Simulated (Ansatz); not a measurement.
| atom | x (Å) | y (Å) | z (Å) |
| --- | --- | --- | --- |
| C | -0.5349 | -0.3003 | 1.4251 |
| C | 0.4610 | 0.0292 | 0.3205 |
| C | 0.8490 | -1.2113 | -0.4737 |
| Cl | -1.7327 | 3.5999 | -2.9903 |
| Mg | -0.8084 | 2.1504 | -1.6217 |
| O | -0.0471 | 1.0057 | -0.5184 |
| H | -0.1266 | -1.0385 | 2.1330 |
| H | -1.4606 | -0.7140 | 0.9918 |
| H | -0.7964 | 0.6080 | 1.9891 |
| H | 1.3821 | 0.4169 | 0.8058 |
| H | -0.0413 | -1.6484 | -0.9557 |
| H | 1.3037 | -1.9802 | 0.1705 |
| H | 1.5726 | -0.9516 | -1.2614 |

Geometry: PBE0-D4/def2-SVP.

Computed with Ansatz 0.2.0, isolated molecule in a Gaussian basis; Kohn-Sham density functional theory, functional PBE0.

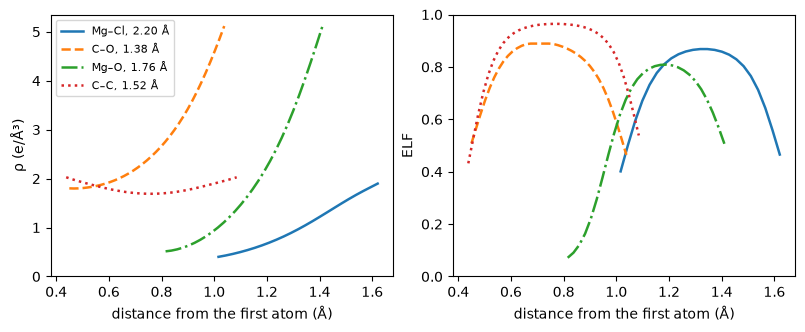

C3H7ClMgO (SMILES CC(C)[O][Mg][Cl]). Electron density and ELF along straight lines between neighbouring atoms. The curves leave out the atomic cores.

Question: What kind of bonding do the profiles show?

Answer: Mg–Cl (2.20 Å): ρ is about 0.5 e/Å³ halfway; the ELF peaks at about 0.85 in the valence shell of Cl, 0.9 Å from its nucleus, and falls to about 0.05 next to Mg; a closed-shell, largely ionic contact.
C–O (1.38 Å): ρ at the midpoint is about 2.2 e/Å³, with its minimum of 1.8 e/Å³ about 0.5 Å from C; the ELF peaks at about 0.90 between the atoms (a polar covalent bond).
Mg–O (1.76 Å): ρ is about 0.59 e/Å³ halfway; the ELF peaks at about 0.80 in the valence shell of O, 0.6 Å from its nucleus, and is about 0.15 at the midpoint; an ionic contact with no shared pair.
C–C (1.52 Å): the density is about 1.7 e/Å³ at the midpoint; the ELF peaks at about 0.95 between the atoms (localised, covalent bonding).
